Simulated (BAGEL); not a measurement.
**C4H5 (but-1-yn-3-yl): UHF/def2-SVPD (density fitting with qzvpp-jkfit)**

What is the vertical doublet–quartet gap of C4H5 (but-1-yn-3-yl) at UHF/def2-SVPD (density fitting with qzvpp-jkfit)? 

The results are computed with BAGEL 1.2.2.

1 further run of the same task is left out (set aside as unsound or not needed). Runs told in other sessions of the task aren't counted.

## 1. The structure to begin with

C4H5 has 9 atoms, charge 0, and is taken as a doublet. As SMILES, `C#C[CH]C`. Geometry: relaxed at GFN2-xTB.

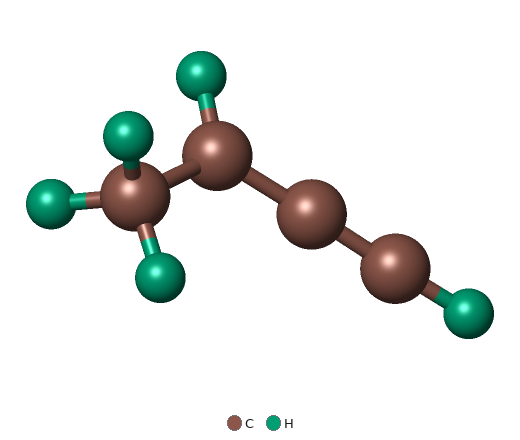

The structure, seen from a chosen angle (carbon brown, hydrogen teal).

## 2. The energy at UHF/def2-SVPD (density fitting with qzvpp-jkfit)

The input, input.json:

```json
{ "bagel" : [

{
  "title" : "molecule",
  "basis" : "def2-svpd.json",
  "df_basis" : "qzvpp-jkfit",
  "angstrom" : "true",
  "geometry" : [
    { "atom" : "C", "xyz" : [       0.267070,       1.246300,      -1.899060 ] },
    { "atom" : "C", "xyz" : [       0.245780,       0.838610,      -0.751910 ] },
    { "atom" : "C", "xyz" : [       0.203150,       0.361730,       0.519830 ] },
    { "atom" : "C", "xyz" : [      -0.300560,      -0.995300,       0.849500 ] },
    { "atom" : "H", "xyz" : [       0.312230,       1.599570,      -2.885000 ] },
    { "atom" : "H", "xyz" : [       0.555820,       0.986840,       1.326330 ] },
    { "atom" : "H", "xyz" : [       0.484270,      -1.588950,       1.326570 ] },
    { "atom" : "H", "xyz" : [      -0.637670,      -1.513410,      -0.045440 ] },
    { "atom" : "H", "xyz" : [      -1.130100,      -0.935400,       1.559160 ] }
  ]
},

{ "title" : "uhf", "nopen" : 1 },

{ "title" : "print", "file" : "orbitals.molden", "orbitals" : "true" }

]}
```

The basis set def2-SVPD is read from a file made from the Basis Set Exchange's data (not shown).

Command:

```bash
$ BAGEL_NUM_THREADS=1 BAGEL input.json > input.out
```

Output:

```text
* using 1 threads per process

  ===============================================================
  ===============================================================

  *** Geometry ***

  { "atom" : "C", "xyz" : [      0.504689,      2.355166,     -3.588703 ] },
  { "atom" : "C", "xyz" : [      0.464457,      1.584743,     -1.420904 ] },
  { "atom" : "C", "xyz" : [      0.383898,      0.683571,      0.982336 ] },
  { "atom" : "C", "xyz" : [     -0.567976,     -1.880844,      1.605322 ] },
  { "atom" : "H", "xyz" : [      0.590029,      3.022749,     -5.451860 ] },
  { "atom" : "H", "xyz" : [      1.050348,      1.864857,      2.506400 ] },
  { "atom" : "H", "xyz" : [      0.915138,     -3.002680,      2.506854 ] },
  { "atom" : "H", "xyz" : [     -1.205022,     -2.859930,     -0.085869 ] },
  { "atom" : "H", "xyz" : [     -2.135579,     -1.767650,      2.946385 ] },

  Number of auxiliary basis functions:      390

  Since a DF basis is specified, we compute 2- and 3-index integrals:
    o Being stored without compression. Storage requirement is 0.045 GB

  Number of basis functions:      120
  Number of electrons      :       29

    * METHOD: MOLECULE                             0.19

  *** Open-shell HF ***

  === Nuclear Repulsion ===
    96.4004759273

      * DIIS with orbital gradients will be used.

  === UHF iteration (def2-svpd.json) ===
      0       -154.03154610          0.02401903           0.10
      1       -154.15631257          0.00992345           0.11
      2       -154.17273516          0.00349241           0.11
      3       -154.17619747          0.00113126           0.11
      4       -154.17779025          0.00049123           0.11
      5       -154.17837055          0.00013484           0.11
      6       -154.17892155          0.00010160           0.11
      7       -154.17920700          0.00008876           0.11
      8       -154.17950475          0.00007523           0.11
      9       -154.18005349          0.00003353           0.11
     10       -154.18017287          0.00001880           0.11
     11       -154.18021490          0.00001191           0.11
     12       -154.18025367          0.00000860           0.11
     13       -154.18026975          0.00000695           0.11
     14       -154.18029285          0.00000349           0.11
     15       -154.18029184          0.00000149           0.11
     16       -154.18029315          0.00000128           0.11
     17       -154.18029332          0.00000071           0.11
     18       -154.18029333          0.00000042           0.11
     19       -154.18029333          0.00000026           0.11
     20       -154.18029333          0.00000017           0.11
     21       -154.18029333          0.00000009           0.11
     22       -154.18029333          0.00000006           0.11
     23       -154.18029333          0.00000004           0.11
     24       -154.18029333          0.00000002           0.11
     25       -154.18029333          0.00000001           0.11
    * SCF iteration converged.

    * S^2 (UHF) is 0.9494

    * Permanent dipole moment:
           (    0.024674,     0.132037,    -0.147023) a.u.

    * METHOD: UHF                                  2.96

    * METHOD: PRINT                                0.04

  ===============================================================
```

Wall time 3.6 s (1 thread of Arm Neoverse V1, shared host).

## 3. The quartet, same level

The input, input.json:

```json
{ "bagel": [

{
  "title": "molecule",
  "basis": "def2-svpd.json",
  "df_basis": "qzvpp-jkfit",
  "angstrom": true,
  "geometry": [
    { "atom": "C", "xyz": [       0.267070,       1.246300,      -1.899060 ] },
    { "atom": "C", "xyz": [       0.245780,       0.838610,      -0.751910 ] },
    { "atom": "C", "xyz": [       0.203150,       0.361730,       0.519830 ] },
    { "atom": "C", "xyz": [      -0.300560,      -0.995300,       0.849500 ] },
    { "atom": "H", "xyz": [       0.312230,       1.599570,      -2.885000 ] },
    { "atom": "H", "xyz": [       0.555820,       0.986840,       1.326330 ] },
    { "atom": "H", "xyz": [       0.484270,      -1.588950,       1.326570 ] },
    { "atom": "H", "xyz": [      -0.637670,      -1.513410,      -0.045440 ] },
    { "atom": "H", "xyz": [      -1.130100,      -0.935400,       1.559160 ] }
  ]
},

{ "title": "uhf", "nopen": 3 },

{ "title": "print", "file": "orbitals.molden", "orbitals": true }

]}
```

The basis set def2-SVPD is read from a file made from the Basis Set Exchange's data (not shown).

Command:

```bash
$ BAGEL_NUM_THREADS=1 BAGEL input.json > input.out
```

Output:

```text
* using 1 threads per process

  ===============================================================
  ===============================================================

  *** Geometry ***

  { "atom" : "C", "xyz" : [      0.504689,      2.355166,     -3.588703 ] },
  { "atom" : "C", "xyz" : [      0.464457,      1.584743,     -1.420904 ] },
  { "atom" : "C", "xyz" : [      0.383898,      0.683571,      0.982336 ] },
  { "atom" : "C", "xyz" : [     -0.567976,     -1.880844,      1.605322 ] },
  { "atom" : "H", "xyz" : [      0.590029,      3.022749,     -5.451860 ] },
  { "atom" : "H", "xyz" : [      1.050348,      1.864857,      2.506400 ] },
  { "atom" : "H", "xyz" : [      0.915138,     -3.002680,      2.506854 ] },
  { "atom" : "H", "xyz" : [     -1.205022,     -2.859930,     -0.085869 ] },
  { "atom" : "H", "xyz" : [     -2.135579,     -1.767650,      2.946385 ] },

  Number of auxiliary basis functions:      390

  Since a DF basis is specified, we compute 2- and 3-index integrals:
    o Being stored without compression. Storage requirement is 0.045 GB

  Number of basis functions:      120
  Number of electrons      :       29

    * METHOD: MOLECULE                             0.19

  *** Open-shell HF ***

  === Nuclear Repulsion ===
    96.4004759273

      * DIIS with orbital gradients will be used.

  === UHF iteration (def2-svpd.json) ===
      0       -153.82976874          0.02254787           0.10
      1       -153.96952833          0.01007329           0.11
      2       -153.99407769          0.00406198           0.11
      3       -153.99951269          0.00149359           0.11
      4       -154.00204062          0.00040037           0.11
      5       -154.00242157          0.00021033           0.11
      6       -154.00258867          0.00010281           0.11
      7       -154.00264160          0.00007174           0.11
      8       -154.00267064          0.00003907           0.11
      9       -154.00267675          0.00001470           0.11
     10       -154.00267728          0.00000664           0.11
     11       -154.00267740          0.00000296           0.11
     12       -154.00267742          0.00000195           0.11
     13       -154.00267743          0.00000113           0.11
     14       -154.00267743          0.00000092           0.11
     15       -154.00267743          0.00000079           0.11
     16       -154.00267744          0.00000054           0.11
     17       -154.00267744          0.00000029           0.11
     18       -154.00267744          0.00000018           0.11
     19       -154.00267744          0.00000012           0.11
     20       -154.00267744          0.00000007           0.11
     21       -154.00267744          0.00000005           0.11
     22       -154.00267744          0.00000003           0.11
     23       -154.00267744          0.00000002           0.11
     24       -154.00267744          0.00000001           0.11
     25       -154.00267744          0.00000001           0.11
    * SCF iteration converged.

    * S^2 (UHF) is 3.8579

    * Permanent dipole moment:
           (    0.023768,     0.123151,    -0.126302) a.u.

    * METHOD: UHF                                  2.96

    * METHOD: PRINT                                0.04

  ===============================================================
```

Wall time 3.3 s (1 thread of Arm Neoverse V1, shared host).

## 4. Summary of results

Level: UHF/def2-SVPD (density fitting with qzvpp-jkfit).

| quantity | value |
| --- | --- |
| doublet: total energy | -154.18029 Eh |
| doublet: dipole moment | 0.51 D |
| doublet: ⟨S²⟩ | 0.949 |
| quartet: total energy | -154.00268 Eh |
| quartet: dipole moment | 0.45 D |
| quartet: ⟨S²⟩ | 3.858 |
| vertical energy of the quartet above the doublet | 4.833 eV |

At this shape the quartet lies 4.83 eV (111 kcal/mol) above the doublet. ⟨S²⟩ (doublet) is 0.95 where a pure doublet has 0.75: the reference is spin-contaminated. ⟨S²⟩ (quartet) is 3.86 where a pure quartet has 3.75: the reference is spin-contaminated.
